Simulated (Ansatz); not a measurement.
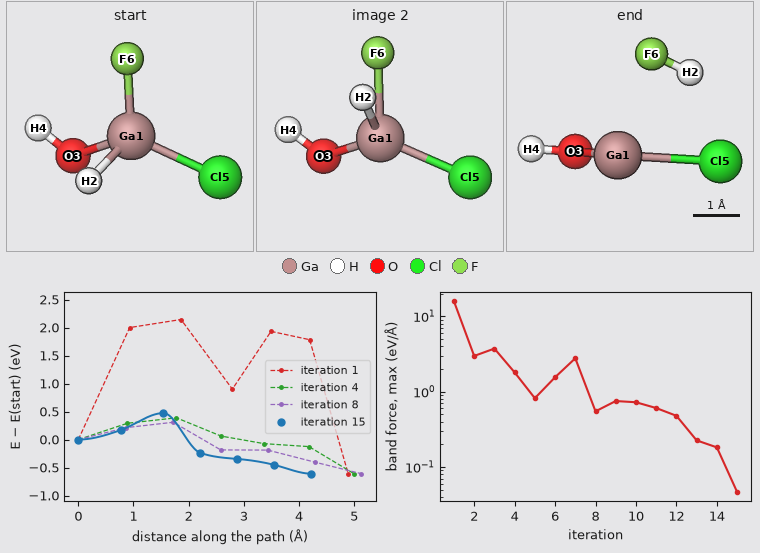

A search for the minimum-energy path of GaH₂OClF (multiplicity 2) by the nudged elastic band. Images are numbered from 0 (start) to 6 (end). The plot follows the band through its iterations. A ball-and-stick model, seen at a tilt.

These are results of UKS BLYP-D4/def2-SVP in Ansatz, not measurements. Settings: 5 movable images; climbing image; force threshold 0.05 eV/Å; iteration limit 60; starting path through a guess of the saddle point.

> Judge this run.

The result is final at these settings. The band converged in 15 iterations. The largest component of the band force went from 16 to 0.047 eV/Å. The climbing image converged on the top of the path. Its vibrational analysis gives one imaginary mode (721i cm⁻¹), as a transition state must have. The first iteration put the highest image at 2.14 eV. Forward barrier 0.47 eV, backward barrier 1.08 eV, with image 2 at the top; the reaction energy is −0.61 eV.

The run took 70 s on 2 threads of AMD EPYC 9R45 96-Core Processor (Zen 5), with other jobs on the host, peak memory 0.18 GiB.
